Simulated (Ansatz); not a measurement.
A series of calculations on BH2O

### Relaxation

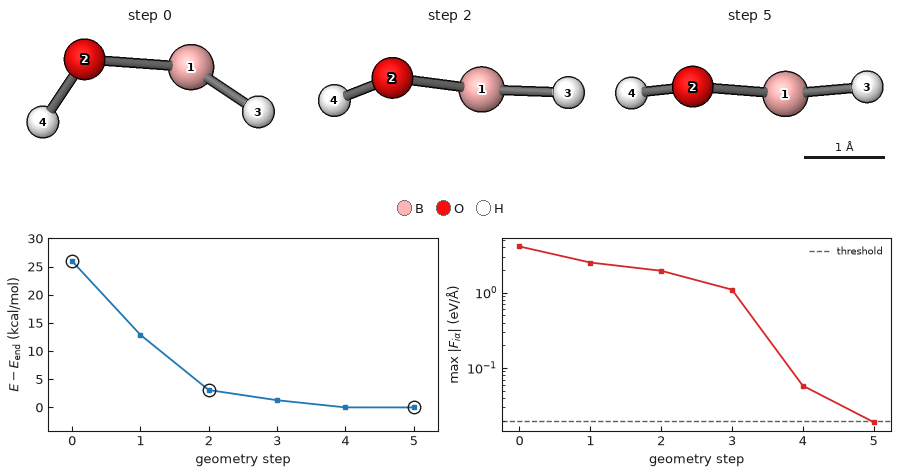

Frames of a relaxation of BH2O (multiplicity 2), marked on the history of the run. Style: ball-and-stick. Shown face on.

The run prepares an end point of a later path (hydrogen shift) calculation, from a guessed geometry.

All numbers below come from Ansatz 0.2.0, UKS BHLYP-D4/def2-SVPD. Settings: collinear spin; force threshold 0.02 eV/Å; at most 50 steps.

> Describe the path.

H4 moves most after the best rigid fit: 0.40 Å. By element the largest moves are H 0.40 Å, O 0.36 Å, B 0.35 Å. Some distances before and after: B1–O2 1.490 → 1.327 Å, O2–H4 1.055 → 0.953 Å. Among the angles between lasting bonds that change: B1–O2–H4 102.8° → 116.4°, O2–B1–H3 116.8° → 121.7°. Groups turn about B1–O2 by about 80°. Over 5 geometry steps the energy falls by 26.0 kcal/mol. The largest force component goes from 4.1 to 0.019 eV/Å. From step 0 to 2: B and H atoms move most (0.31 Å), energy −22.9 kcal/mol. From step 2 to 5: H4 moves most (0.10 Å), energy −3.09 kcal/mol.

```
step  E − E(0), kcal/mol  largest force component, eV/Å
   0                0.00                         4.0857
   1              -13.09                         2.5021
   2              -22.89                         1.9458
   3              -24.70                         1.0936
   4              -25.98                         0.0582
   5              -25.98                         0.0192
```

### Relaxation

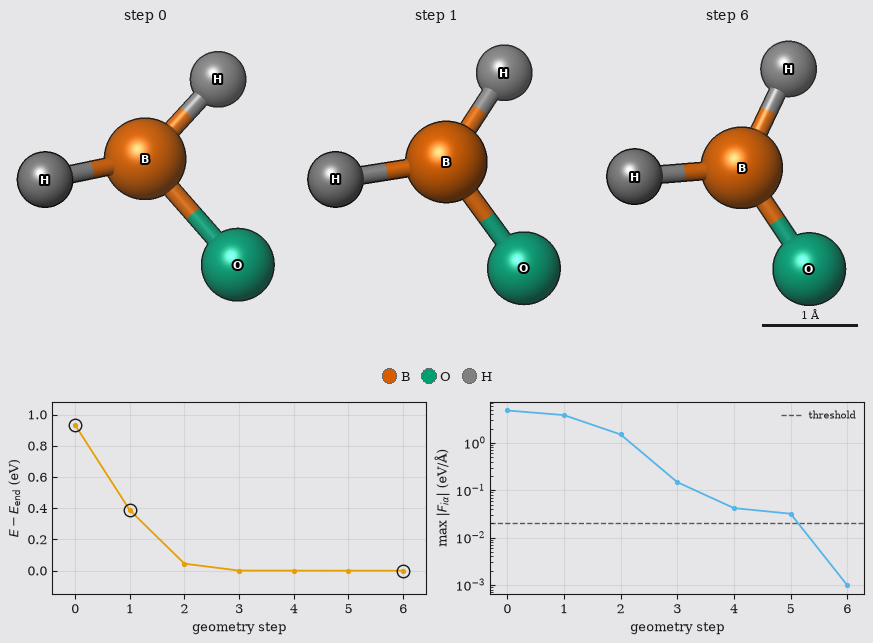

Frames of a relaxation of BH₂O (multiplicity 2), marked on the history of the run. Style: ball-and-stick. Shown at a tilt.

The run prepares an end point of a later path (hydrogen shift) calculation, from a guessed geometry.

The calculation used UKS BHLYP-D4/def2-SVPD (Ansatz 0.2.0). Settings: collinear spin; force threshold 0.02 eV/Å; at most 50 steps.

### Describe the path.

The energy falls by 0.933 eV in 6 geometry steps. The largest force component goes from 4.8 to 0.00099 eV/Å. The atom that moves furthest after the best rigid fit is the B atom (0.19 Å). By element the largest moves are B 0.19 Å, H 0.16 Å, O 0.12 Å. Among the contacts that change: B–O 1.490 → 1.291 Å, B–H 1.170 → 1.204 Å. Bond angles that change, for instance: O–B–H 95.8° → 118.5°, H–B–H 143.9° → 123.0°. Cost: 12 s on 1 thread of Arm Neoverse V1, on a shared host, peak memory 0.12 GiB. From step 0 to 1: the B atom moves most (0.19 Å), energy −0.546 eV. From step 1 to 6: the B atom moves most (0.12 Å), energy −0.387 eV.

| step | E − E(0), eV | largest force component, eV/Å |
| --- | --- | --- |
| 0 | 0.0000 | 4.8386 |
| 1 | -0.5455 | 3.8646 |
| 2 | -0.8882 | 1.5088 |
| 3 | -0.9323 | 0.1483 |
| 4 | -0.9327 | 0.0420 |
| 5 | -0.9329 | 0.0320 |
| 6 | -0.9329 | 0.0010 |

### Path

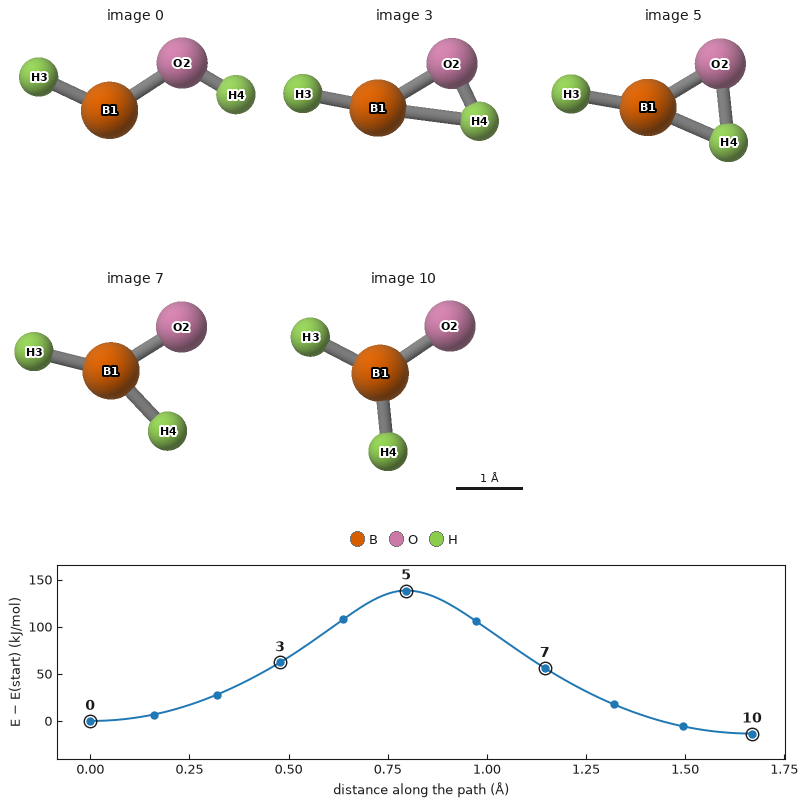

A nudged-elastic-band calculation for BH2O (multiplicity 2). Images are numbered from 0 (start) to 10 (end). Style: ball-and-stick. Shown face on.

These are results of UKS BHLYP-D4/def2-SVPD in Ansatz 0.2.0, not measurements. Settings: 9 movable images; climbing image; force threshold 0.05 eV/Å; iteration limit 60; starting path through a guess of the saddle point.

Q: Read off the barrier and say what moves.

A: The energy climbs by 138.5 kJ/mol to image 5 and then falls by 151.9 kJ/mol, so the end point sits at −13.4 kJ/mol. A hydrogen atom shifts from one atom to another. Breaking: O2–H4 (0.95 → 1.21 at the top → 2.14 Å). Forming: B1–H4 (1.95 → 1.34 at the top → 1.20 Å). The band converged in 8 iterations. The largest component of the band force went from 6.6 to 0.034 eV/Å. The climbing image converged on the top of the path. Its vibrational analysis gives one imaginary mode (1997i cm⁻¹), as a transition state must have.
